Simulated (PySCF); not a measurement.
C$_{5}$H$_{8}$BF$_{3}$O

```xyz
18

C    -2.3077   -1.2671   -0.1181
C    -1.2417   -0.5413    0.1866
C     0.1410   -1.0602    0.4098
B     1.0746   -0.7523   -0.8793
O     1.9987    0.1777   -0.9642
C     2.3707    1.1430   -0.0092
C    -1.3604    0.9572    0.2656
F    -0.7400    1.4721    1.3460
F    -0.8001    1.5716   -0.7981
F    -2.6246    1.3983    0.3204
H    -3.2726   -0.8238   -0.2922
H    -2.2387   -2.3370   -0.1977
H     0.0809   -2.1367    0.5631
H     0.5465   -0.6102    1.3178
H     0.9387   -1.4029   -1.8461
H     2.1901    0.8076    1.0142
H     1.8025    2.0582   -0.1881
H     3.4334    1.3519   -0.1421
```

Geometry: GFN2-xTB.

These are results of PySCF, PBE0/pcSseg-1, SCF density, gas phase, non-relativistic, not measurements.

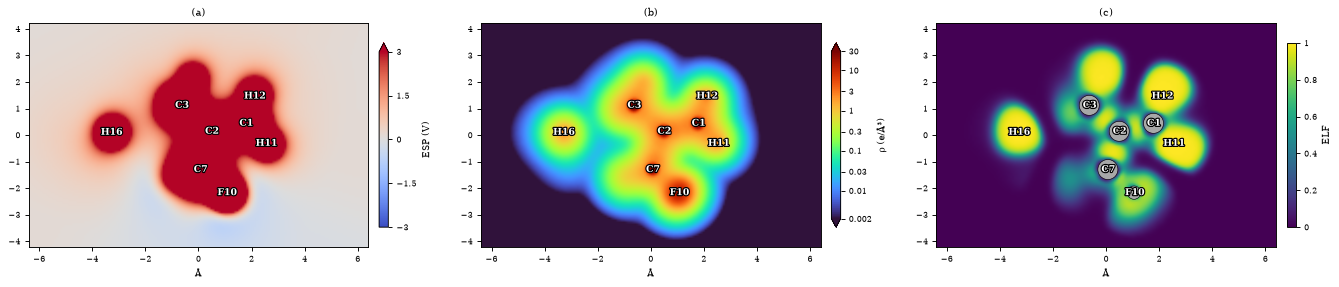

Figure 1. (a) molecular electrostatic potential; (b) total electron density; (c) electron localisation function on the plane of atoms C1, C2 and C3. Grey discs cover the atomic cores in the ELF map.

Question: Read the bonding off the picture.

Answer:
- Atoms in the plane: C, F and H.
- C–C (1.33 Å): ρ is about 2.3 e/Å³ halfway; the ELF peaks at about 0.90 between the atoms (a short, multiple covalent bond).
- C–F (1.34 Å): ρ at the midpoint is about 2.4 e/Å³; the ELF peaks at about 0.85 between the atoms (a shared but strongly polarised pair).
- C–H (1.08 Å): ρ at the midpoint is about 2.1 e/Å³; the ELF climbs to about 1 towards the hydrogen, as it does in any bond to H: a covalent bond by its length.
- C–C (1.49 Å): ρ at the midpoint is about 1.7 e/Å³; the ELF peaks at about 0.95 between the atoms (a shared electron pair).
- The ELF also peaks beside F10, away from the bonds: lone-pair regions.
- Outside the dense part of the molecule the potential is most negative (−0.6 V) near F10.

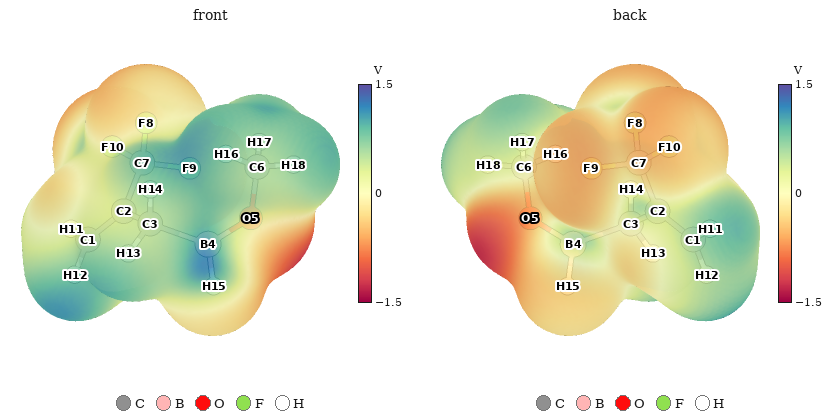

Figure 2. The electrostatic potential painted on the density surface at 0.002 e/bohr³, seen from the front and from behind; red is negative and blue positive.

Question: Where is the surface potential most negative and most positive?

Answer: The most negative region (about −1.2 V, or −28 kcal/mol for a unit charge) lies over O5, the most positive (about +1.1 V, or +25 kcal/mol for a unit charge) over B4, H12 and H16. O5 is the likeliest acceptor of a hydrogen bond.

Question: What dipole moment does the calculation give?

Answer: Its dipole moment is 1.84 D.
